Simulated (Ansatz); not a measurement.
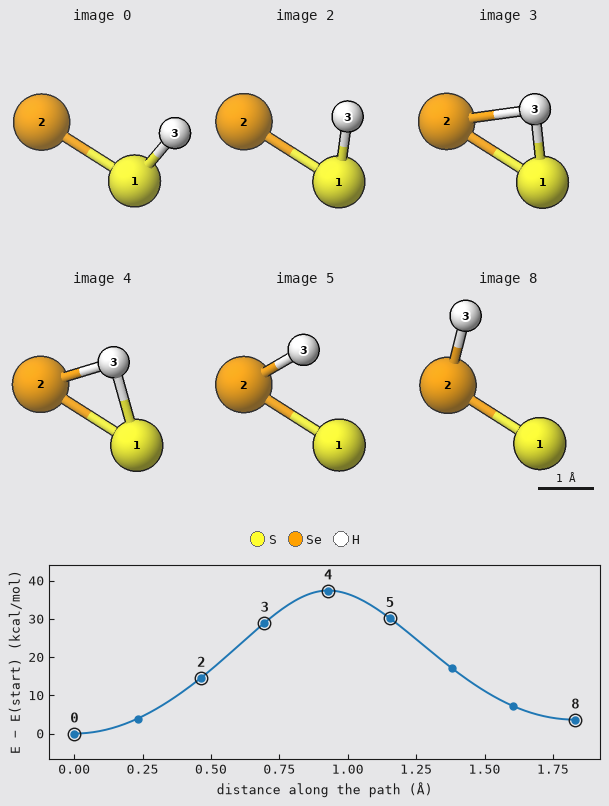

A search for the minimum-energy path of HSeS (charge +1) by the nudged elastic band. Images are numbered from 0 (start) to 8 (end). The picture is a ball-and-stick view, seen from a free direction.

The calculation used RKS B3LYP-D4/def2-SVP (Ansatz). Run with 7 movable images; climbing image; force threshold 0.05 eV/Å; iteration limit 60; starting path through a guess of the saddle point.

Q: Describe the mechanism and the energy profile.

A: Forward barrier 37.4 kcal/mol, backward barrier 33.8 kcal/mol, with image 4 at the top; the reaction energy is +3.6 kcal/mol. A hydrogen atom shifts from one atom to another. Breaking: S1–H3 (1.38 → 1.66 at the top → 2.75 Å). Forming: Se2–H3 (2.70 → 1.64 at the top → 1.51 Å). The band converged in 5 iterations, with a climbing image at the top.
